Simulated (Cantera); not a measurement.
Charge: 1 mol Si, 2.8 mol H2O, 880 mol N2, 0.11 mol CO2, equilibrated at 0.0233 Torr.

Cantera equilibrium calculation (NASA polynomials, part measured and part estimated; ideal gas, pure solids and liquids). Candidate condensed phases: C, C6H6, C7H8, C8H18, H2O, Si, SiC, SiO2, Si2N2O, Si3N4; 151 gas species. The tables hold silica as quartz up to 1696 K and as liquid above; real silica turns to tridymite and cristobalite and melts near 1996 K. Rates play no part.

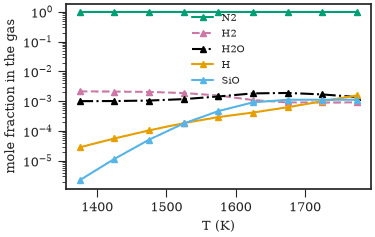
*Equilibrium gas composition (values under 1e-9 drawn at 1e-9)*

From 1375 K to 1625 K the condensed part is SiO2(β-quartz). From 1675 K to 1775 K nothing is condensed. The main Si-bearing gas is SiO throughout.
